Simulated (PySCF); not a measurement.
# F3Li3 ((LiF)3 ring): the cost of one run

Programs: PySCF 2.14.0, with routines of our own; each step states its level. All values are computed. Atoms count from 0.

## 1. The system as given

6 atoms, charge 0, multiplicity 1; geometry from: GFN2-xTB.

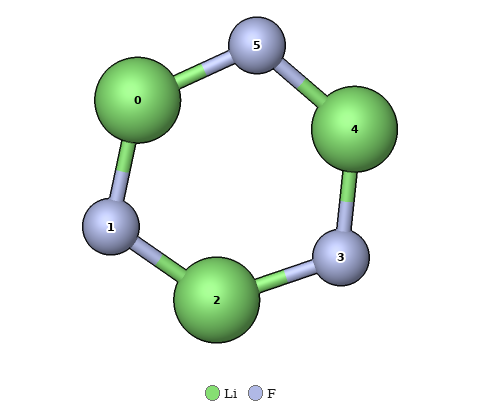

The starting geometry (lithium green, fluorine light blue); sticks join atoms by distance alone.

## 2. Magnetic properties: GIAO B3LYP/def2-SVP

What the job is given:

```
{"job": {"kind": "mag", "xc": "B3LYP", "basis": "def2-SVP"}, "charge": 0, "multiplicity": 1}
Li     1.334160     0.891950     0.167590
F     -0.024050     1.401680     0.983600
Li    -1.356510     0.429070     0.759550
F     -1.416010    -0.946370    -0.177660
Li     0.022440    -1.321560    -0.927320
F      1.439980    -0.454780    -0.805770
```

With the program's defaults for keys left out, this is: GIAO B3LYP/def2-SVP magnetisability, rotational g tensor and spin-rotation constants, non-relativistic, gas phase.

Launch:

```sh
> OMP_NUM_THREADS=1 python excited_run.py task.json out
```

The driver reads the jobs from task.json and runs them one after another.

**Question.** How long does this run take on 1 thread of Arm Neoverse V1, shared host?

About 3.1 s.
